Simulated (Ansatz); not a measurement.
# CH₆BSb: basis-set convergence

Aim: see how fast density functionals converge with the basis set for CH₆BSb.

Method: one geometry, several basis sets; program: Ansatz 0.2.0, Gaussian basis.

Levels to be run: PBE0-D4/def2-SVP; ωB97M-V/def2-SVP; PBE0-D4/def2-QZVPP; ωB97M-V/def2-QZVPP; the functionals' def2-TZVPP values are taken from earlier runs.

1 further run of the same task is left out (for a known fault of the program).

**1. Structure used throughout**

The geometry comes from an earlier relaxation with PBE0-D4 in a triple-zeta def2 set; it is a stationary point, not always the lowest conformer. Sb takes the def2 core potential; no spin-orbit term is included.

SMILES `[BH2][SbH][CH3]`, 9 atoms, charge 0, spin multiplicity 1.

Atoms are counted from 1 here; the program's logs count them from 0.

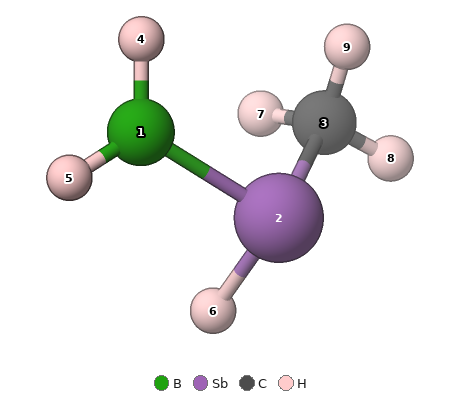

The geometry (boron green, antimony purple, carbon dark grey, hydrogen pink); atoms are numbered from 1 in the order of the file.

As a file:

```xyz
9

B    -0.7244    0.6646   -1.5710
Sb    0.7369    0.9851    0.0377
C     0.6370   -0.9370    1.0210
H    -0.7587   -0.3804   -2.1505
H    -1.3879    1.5757   -1.9658
H    -0.3173    1.8295    1.0772
H    -0.3838   -1.1792    1.3074
H     1.2758   -0.9175    1.9025
H     1.0107   -1.6871    0.3242
```

**2. PBE0-D4 in def2-SVP**

The input, in.yaml:

```yaml
crystal:
  periodic: [false, false, false]
  atoms:
    - {symbol: B, position_ang: [-0.724392, 0.664599, -1.571017]}
    - {symbol: Sb, position_ang: [0.736932, 0.985117, 0.037749]}
    - {symbol: C, position_ang: [0.637033, -0.937049, 1.020956]}
    - {symbol: H, position_ang: [-0.758695, -0.380416, -2.150455]}
    - {symbol: H, position_ang: [-1.387942, 1.575738, -1.965760]}
    - {symbol: H, position_ang: [-0.317255, 1.829499, 1.077225]}
    - {symbol: H, position_ang: [-0.383754, -1.179188, 1.307447]}
    - {symbol: H, position_ang: [1.275831, -0.917499, 1.902532]}
    - {symbol: H, position_ang: [1.010741, -1.687099, 0.324222]}
basis:
  gaussian: {orbitals: def2-SVP}
hamiltonian: {xc: pbe0, dispersion: d4}
output: {orbitals: {seedname: orbitals}}
```

The run is started by

```
ansatz run in.yaml --threads 2 --pin off --events-out ev --progress --plain --max-ram 4352MiB
```

After this run come: ωB97M-V in def2-SVP; PBE0-D4 in def2-QZVPP; ωB97M-V in def2-QZVPP.

**Question.** What will the summary of the whole plan be? Wanted: PBE0-D4: double and triple zeta above quadruple; ωB97M-V: double and triple zeta above quadruple.

As calculated:

| quantity | value |
| --- | --- |
| PBE0-D4: double and triple zeta above quadruple | 2.45, 0.17 eV |
| ωB97M-V: double and triple zeta above quadruple | 2.67, 0.17 eV |

What this shows: PBE0-D4 gains 2.28 eV from double to triple zeta, then 0.17 eV more. Total energies overstate the basis error of differences, where much of it tends to cancel.
